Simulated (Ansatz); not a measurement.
## GaN2H5Cl: nudged elastic band (part 1 of 2)

The run: nudged elastic band of GaN2H5Cl, multiplicity 2. Method and program: UKS PBE/def2-SVP (Ansatz 0.2.0).

One setting was made poor on purpose. It belongs to a series of runs on one base structure; here: band between the two ends. Figures and captions count atoms from 1; the log counts them from 0 in places.

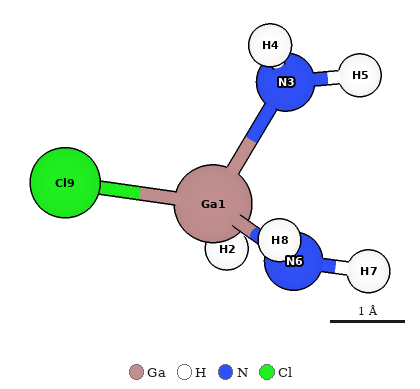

*The starting structure (ball-and-stick view, seen at a tilt; atoms are numbered from 1 in the order of the input). Sticks mark near contacts.*

Bond lengths as drawn: Cl–Ga 2.20 Å, Ga–H 1.56 Å, Ga–N 1.96 Å and H–N 1.03 Å.

## The input
```yaml
crystal:
  periodic: [false, false, false]
  atoms:
    - { symbol: Ga, position_ang: [0.008981, 0.261186, 0.829278] }
    - { symbol: H, position_ang: [-0.069723, 1.63683, 1.570284] }
    - { symbol: "N", position_ang: [1.301889, 0.124015, -0.635471] }
    - { symbol: H, position_ang: [1.476394, -0.803206, -1.04693] }
    - { symbol: H, position_ang: [1.354013, 0.834561, -1.377828] }
    - { symbol: "N", position_ang: [-1.332759, -0.062945, -0.561917] }
    - { symbol: H, position_ang: [-1.525814, 0.634789, -1.292985] }
    - { symbol: H, position_ang: [-1.392193, -1.003964, -0.974802] }
    - { symbol: Cl, position_ang: [0.179215, -1.621268, 1.950371] }
magnetization:
  spin_polarized: true
  initial_magnetization: 1
basis:
  gaussian: { orbitals: def2-SVP }
hamiltonian:
  xc: pbe
neb:
  order_check: false
  images: 9
  f_tol: 0.03
  max_iterations: 60
  spring: 0.1
  final_atoms:
    - { symbol: Ga, position_ang: [0.01503023, 0.08974711, -0.09911838] }
    - { symbol: H, position_ang: [0.04951045, 0.10599736, 2.12547136] }
    - { symbol: "N", position_ang: [1.51932549, 0.31415663, -1.19035402] }
    - { symbol: H, position_ang: [1.70326796, -0.46976388, -1.83152408] }
    - { symbol: H, position_ang: [2.39886077, 0.54747705, -0.71490324] }
    - { symbol: "N", position_ang: [-1.55215996, -0.33578398, -1.02619036] }
    - { symbol: H, position_ang: [-2.40059419, -0.47310527, -0.4651385] }
    - { symbol: H, position_ang: [-1.78049095, 0.29726083, -1.80465473] }
    - { symbol: Cl, position_ang: [0.0472532, -0.07598785, 3.46641195] }
  initial_path:
    images:
      - { positions_ang: [[0.008981, 0.261186, 0.829278], [-0.069723, 1.63683, 1.570284], [1.301889, 0.124015, -0.635471], [1.476394, -0.803206, -1.04693], [1.354013, 0.834561, -1.377828], [-1.332759, -0.062945, -0.561917], [-1.525814, 0.634789, -1.292985], [-1.392193, -1.003964, -0.974802], [0.179215, -1.621268, 1.950371]] }
      - { positions_ang: [[0.00827999, 0.20540328, 0.66322062], [-0.04303511, 1.26820751, 1.61787927], [1.37019434, 0.13187025, -0.70949532], [1.60969658, -0.78253927, -1.11052803], [1.49189989, 0.89282303, -1.34186309], [-1.40505207, -0.05011509, -0.63254276], [-1.68502624, 0.33733405, -1.21131301], [-1.51375776, -0.63011195, -1.06933727], [0.16680338, -1.3728738, 2.25397959]] }
      - { positions_ang: [[0.00757897, 0.14962056, 0.49716325], [-0.01634723, 0.89958503, 1.66547454], [1.43849968, 0.1397255, -0.78351965], [1.74299916, -0.76187255, -1.17412607], [1.62978678, 0.95108505, -1.30589817], [-1.47734514, -0.03728518, -0.70316852], [-1.84423847, 0.03987909, -1.12964103], [-1.63532251, -0.2562599, -1.16387254], [0.15439176, -1.12447961, 2.55758819]] }
      - { positions_ang: [[0.00687796, 0.09383784, 0.33110587], [0.01034066, 0.53096254, 1.71306981], [1.50680501, 0.14758075, -0.85754397], [1.87630174, -0.74120582, -1.2377241], [1.76767367, 1.00934708, -1.26993326], [-1.54963821, -0.02445527, -0.77379428], [-2.00345071, -0.25757586, -1.04796904], [-1.75688727, 0.11759215, -1.25840781], [0.14198014, -0.87608541, 2.86119678]] }
      - { positions_ang: [[0.00617695, 0.03805512, 0.1650485], [0.03702855, 0.16234006, 1.76066508], [1.57511035, 0.15543601, -0.9315683], [2.00960432, -0.7205391, -1.30132214], [1.90556057, 1.0676091, -1.23396835], [-1.62193128, -0.01162537, -0.84442003], [-2.16266295, -0.55503081, -0.96629706], [-1.87845202, 0.4914442, -1.35294308], [0.12956851, -0.62769121, 3.16480538]] }
      - { positions_ang: [[0.00547594, -0.0177276, -0.00100888], [0.06371643, -0.20628243, 1.80826035], [1.64341569, 0.16329126, -1.00559262], [2.1429069, -0.69987237, -1.36492017], [2.04344746, 1.12587113, -1.19800344], [-1.69422435, 0.00120454, -0.91504579], [-2.32187518, -0.85248576, -0.88462507], [-2.00001678, 0.86529625, -1.44747835], [0.11715689, -0.37929702, 3.46841397]] }
      - { positions_ang: [[0.00738679, 0.00376734, -0.02063078], [0.06087524, -0.14382647, 1.87170255], [1.61859765, 0.19346433, -1.0425449], [2.05497911, -0.65385067, -1.45824095], [2.11453012, 1.01019231, -1.1013834], [-1.66581147, -0.06619316, -0.93727471], [-2.33761898, -0.77660966, -0.80072776], [-1.95611161, 0.75168917, -1.51891362], [0.10317615, -0.31863518, 3.46801357]] }
      - { positions_ang: [[0.00929765, 0.02526228, -0.04025268], [0.05803404, -0.08137051, 1.93514475], [1.59377961, 0.2236374, -1.07949718], [1.96705132, -0.60782897, -1.55156174], [2.18561278, 0.8945135, -1.00476336], [-1.63739859, -0.13359087, -0.95950362], [-2.35336279, -0.70073357, -0.71683045], [-1.91220645, 0.63808208, -1.5903489], [0.08919542, -0.25797335, 3.46761317]] }
      - { positions_ang: [[0.01120851, 0.04675723, -0.05987458], [0.05519284, -0.01891456, 1.99858695], [1.56896157, 0.25381048, -1.11644946], [1.87912354, -0.56180727, -1.64488252], [2.25669544, 0.77883468, -0.90814332], [-1.60898571, -0.20098857, -0.98173253], [-2.36910659, -0.62485747, -0.63293313], [-1.86830128, 0.524475, -1.66178418], [0.07521468, -0.19731151, 3.46721276]] }
      - { positions_ang: [[0.01311937, 0.06825217, -0.07949648], [0.05235165, 0.0435414, 2.06202916], [1.54414353, 0.28398355, -1.15340174], [1.79119575, -0.51578558, -1.7382033], [2.3277781, 0.66315587, -0.81152328], [-1.58057284, -0.26838627, -1.00396144], [-2.38485039, -0.54898137, -0.54903582], [-1.82439611, 0.41086791, -1.73321945], [0.06123394, -0.13664968, 3.46681236]] }
      - { positions_ang: [[0.01503023, 0.08974711, -0.09911838], [0.04951045, 0.10599736, 2.12547136], [1.51932549, 0.31415663, -1.19035402], [1.70326796, -0.46976388, -1.83152408], [2.39886077, 0.54747705, -0.71490324], [-1.55215996, -0.33578398, -1.02619036], [-2.40059419, -0.47310527, -0.4651385], [-1.78049095, 0.29726083, -1.80465473], [0.0472532, -0.07598785, 3.46641195]] }
```

Hardware: 4 threads of Arm Neoverse V2, 24 GiB of memory available, shared host.

Command:
```bash
ansatz run input.yaml --threads 4 --pin off --max-ram 5120MiB --backend cpu --events-out ev --progress --plain --runs-dir out
```

## What the program printed
```
Engine: ansatz 0.2.0, aarch64-unknown-linux-gnu
Functional definition: PBE
  parameter kappa = 0.804
  parameter beta = 0.06672455060314922
  exchange = pbe_x(kappa = kappa, mu = beta*pi^2/3)
  correlation = pbe_c(beta = beta)
1184 factors; their error is unknown
mean field evaluation 1: about -67909.2091 eV, gradient 6.9e1 eV
mean field evaluation 2: about -67728.0955 eV, gradient 1.6e2 eV
mean field evaluation 4: about -67929.2937 eV, gradient 2.5e1 eV
mean field evaluation 8: about -67933.3524 eV, gradient 3.8e0 eV
mean field evaluation 16: about -67933.3693 eV, gradient 1.8e-3 eV
mean field evaluation 32: about -67931.5998 eV, gradient 1.7e-1 eV
mean field -67933.36925697 eV, -2496.5052733020 hartree, gradient 1.0e-5 eV, S^2 0.754006; 2 other end points of the search recorded, 0 dependent functions left out
the calculation of the forces begins
reference -67933.36929710 eV, -2496.5052747768 hartree; 34, 33 occupied and 69, 70 virtual orbitals, 1184 factors
1184 factors; their error is unknown
mean field -67932.49112679 eV, -2496.4730026134 hartree, gradient 4.6e-5 eV, S^2 0.751925; 0 other end points of the search recorded, 0 dependent functions left out
[... from here on the field's lines of each further geometry are left out, up to the last ...]
NEB iter   1: max|band force component| = 1.778e2 eV/Å  barrier→ = 47.0383 eV  barrier← = 46.1601 eV  Δτ_max = 0.2000 Å  (1104 SCF iters)
NEB iter   2: max|band force component| = 1.169e2 eV/Å  barrier→ = 30.0234 eV  barrier← = 29.1452 eV  Δτ_max = 0.2000 Å  (455 SCF iters)
NEB iter   3: max|band force component| = 4.211e1 eV/Å  barrier→ = 13.4732 eV  barrier← = 12.5950 eV  Δτ_max = 0.2000 Å  (456 SCF iters)
NEB iter   4: max|band force component| = 2.531e1 eV/Å  barrier→ = 8.6820 eV  barrier← = 7.8039 eV  Δτ_max = 0.2000 Å  (435 SCF iters)
NEB iter   5: max|band force component| = 1.478e1 eV/Å  barrier→ = 5.0676 eV  barrier← = 4.1895 eV  Δτ_max = 0.2000 Å  (429 SCF iters)
NEB iter   6: max|band force component| = 8.194e0 eV/Å  barrier→ = 3.5217 eV  barrier← = 2.6435 eV  Δτ_max = 0.2000 Å  (424 SCF iters)
NEB iter   7: max|band force component| = 5.392e0 eV/Å  barrier→ = 2.2648 eV  barrier← = 1.3866 eV  Δτ_max = 0.2000 Å  (427 SCF iters)
NEB iter   8: max|band force component| = 1.727e1 eV/Å  barrier→ = 2.8272 eV  barrier← = 1.9490 eV  Δτ_max = 0.1030 Å  (422 SCF iters)
NEB iter   9: max|band force component| = 5.875e0 eV/Å  barrier→ = 1.4843 eV  barrier← = 0.6062 eV  Δτ_max = 0.2000 Å  (420 SCF iters)
NEB iter  10: max|band force component| = 3.122e0 eV/Å  barrier→ = 1.1081 eV  barrier← = 0.2300 eV  Δτ_max = 0.2000 Å  (434 SCF iters)
NEB iter  11: max|band force component| = 1.379e0 eV/Å  barrier→ = 1.1235 eV  barrier← = 0.2454 eV  Δτ_max = 0.2000 Å  (427 SCF iters)
NEB iter  12: max|band force component| = 5.523e-1 eV/Å  barrier→ = 1.0151 eV  barrier← = 0.1370 eV  Δτ_max = 0.2000 Å  (446 SCF iters)
NEB iter  13: max|band force component| = 1.039e0 eV/Å  barrier→ = 1.0341 eV  barrier← = 0.1560 eV  Δτ_max = 0.1006 Å  (416 SCF iters)
NEB iter  14: max|band force component| = 5.766e-1 eV/Å  barrier→ = 1.0428 eV  barrier← = 0.1647 eV  Δτ_max = 0.1006 Å  (381 SCF iters)
NEB iter  15: max|band force component| = 3.386e-1 eV/Å  barrier→ = 1.0426 eV  barrier← = 0.1645 eV  CI = image 6  Δτ_max = 0.1007 Å  (380 SCF iters)
NEB iter  16: max|band force component| = 3.806e-1 eV/Å  barrier→ = 1.0449 eV  barrier← = 0.1668 eV  CI = image 6  Δτ_max = 0.1005 Å  (373 SCF iters)
NEB iter  17: max|band force component| = 3.751e-1 eV/Å  barrier→ = 1.0504 eV  barrier← = 0.1723 eV  CI = image 6  Δτ_max = 0.0999 Å  (386 SCF iters)
NEB iter  18: max|band force component| = 3.793e-1 eV/Å  barrier→ = 1.0530 eV  barrier← = 0.1749 eV  CI = image 6  Δτ_max = 0.1980 Å  (387 SCF iters)
NEB iter  19: max|band force component| = 3.778e-1 eV/Å  barrier→ = 1.0376 eV  barrier← = 0.1595 eV  CI = image 6  Δτ_max = 0.1977 Å  (392 SCF iters)
NEB iter  20: max|band force component| = 4.473e-1 eV/Å  barrier→ = 1.0546 eV  barrier← = 0.1765 eV  CI = image 6  Δτ_max = 0.1890 Å  (387 SCF iters)
NEB iter  21: max|band force component| = 3.984e-1 eV/Å  barrier→ = 1.0802 eV  barrier← = 0.2021 eV  CI = image 6  Δτ_max = 0.1977 Å  (381 SCF iters)
NEB iter  22: max|band force component| = 3.650e-1 eV/Å  barrier→ = 1.0582 eV  barrier← = 0.1801 eV  CI = image 6  Δτ_max = 0.1961 Å  (392 SCF iters)
NEB iter  23: max|band force component| = 2.955e-1 eV/Å  barrier→ = 1.0493 eV  barrier← = 0.1712 eV  CI = image 6  Δτ_max = 0.1970 Å  (391 SCF iters)
NEB iter  24: max|band force component| = 4.926e-1 eV/Å  barrier→ = 1.0486 eV  barrier← = 0.1704 eV  CI = image 6  Δτ_max = 0.0995 Å  (394 SCF iters)
NEB iter  25: max|band force component| = 1.230e-1 eV/Å  barrier→ = 1.0474 eV  barrier← = 0.1692 eV  CI = image 6  Δτ_max = 0.2000 Å  (377 SCF iters)
NEB iter  26: max|band force component| = 2.360e-1 eV/Å  barrier→ = 1.0471 eV  barrier← = 0.1690 eV  CI = image 6  Δτ_max = 0.0440 Å  (348 SCF iters)
NEB iter  27: max|band force component| = 9.991e-2 eV/Å  barrier→ = 1.0470 eV  barrier← = 0.1689 eV  CI = image 6  Δτ_max = 0.0632 Å  (336 SCF iters)
NEB iter  28: max|band force component| = 6.752e-2 eV/Å  barrier→ = 1.0470 eV  barrier← = 0.1689 eV  CI = image 6  Δτ_max = 0.0449 Å  (324 SCF iters)
NEB iter  29: max|band force component| = 4.722e-2 eV/Å  barrier→ = 1.0470 eV  barrier← = 0.1689 eV  CI = image 6  Δτ_max = 0.0271 Å  (317 SCF iters)
the calculation of the forces begins
reference -67932.49553738 eV, -2496.4731646993 hartree; 34, 33 occupied and 69, 70 virtual orbitals, 1184 factors
1184 factors; their error is unknown
mean field evaluation 2976: about -67932.3223 eV, gradient 3.1e-4 eV
mean field -67932.32226539 eV, -2496.4667970712 hartree, gradient 2.3e-5 eV, S^2 0.751614; 2 other end points of the search recorded, 0 dependent functions left out
the calculation of the forces begins
reference -67932.32230521 eV, -2496.4667985346 hartree; 34, 33 occupied and 69, 70 virtual orbitals, 1184 factors
NEB iter  30: max|band force component| = 2.888e-2 eV/Å  barrier→ = 1.0470 eV  barrier← = 0.1689 eV  CI = image 6  Δτ_max = 0.0000 Å  (956 SCF iters)
```
